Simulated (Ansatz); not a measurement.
# In2H2Cl4: small, medium and large basis sets

How large a basis does In2H2Cl4 need? Two functionals are run in growing sets.

Program: Ansatz 0.2.0, Gaussian basis. Level of theory: one geometry, several basis sets. These are calculated values, not measurements.

Levels to be run: PBE0-D4/def2-SVP; ωB97M-V/def2-SVP; PBE0-D4/def2-QZVPP; ωB97M-V/def2-QZVPP; the functionals' def2-TZVPP values are taken from earlier runs.

### 1 The geometry

An earlier PBE0-D4 in a triple-zeta def2 set relaxation fixed the geometry. In takes the def2 core potential; no spin-orbit term is included.

8 atoms, charge 0, spin multiplicity 1.

Atoms are counted from 1 here; the program's logs count them from 0.

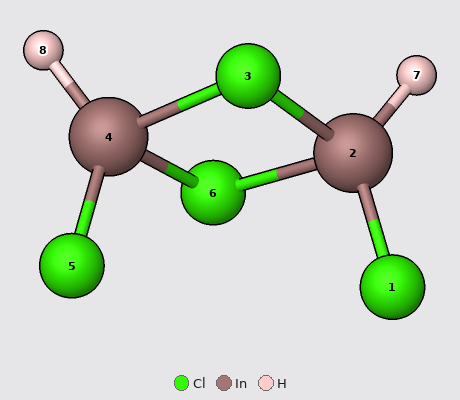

The structure; chlorine green, indium brown, hydrogen pink; atoms are numbered from 1 in the order of the file.

### 2 PBE0-D4 in def2-SVP

File in.yaml:

```yaml
crystal:
  periodic: [false, false, false]
  atoms:
    - {symbol: Cl, position_ang: [2.024103, 0.161372, -2.423479]}
    - {symbol: In, position_ang: [1.825713, -0.016379, -0.132513]}
    - {symbol: Cl, position_ang: [0.031631, -1.764050, 0.203349]}
    - {symbol: In, position_ang: [-1.772321, -0.009870, 0.458129]}
    - {symbol: Cl, position_ang: [-2.692138, 0.166980, -1.649501]}
    - {symbol: Cl, position_ang: [0.079703, 1.709321, 0.475469]}
    - {symbol: H, position_ang: [2.996826, -0.126583, 1.083785]}
    - {symbol: H, position_ang: [-2.493507, -0.120789, 1.984762]}
basis:
  gaussian: {orbitals: def2-SVP}
hamiltonian: {xc: pbe0, dispersion: d4}
output: {orbitals: {seedname: orbitals}}
```

Command:

```console
$ ansatz run in.yaml --threads 2 --pin off --events-out ev --progress --plain --max-ram 20480MiB --backend cpu
```

The runs that follow: ωB97M-V in def2-SVP; PBE0-D4 in def2-QZVPP; ωB97M-V in def2-QZVPP.

Before running them: what should the planned runs give, taken together? Wanted: PBE0-D4: double and triple zeta above quadruple; ωB97M-V: double and triple zeta above quadruple.

**Answer**, as computed:

| quantity | value |
| --- | --- |
| PBE0-D4: double and triple zeta above quadruple | 19.16, 1.56 eV |
| ωB97M-V: double and triple zeta above quadruple | 18.89, 1.49 eV |

What this shows: PBE0-D4 gains 17.60 eV from double to triple zeta, then 1.56 eV more. These are total energies; as a rule much of such shifts cancels in differences, which this series doesn't test.
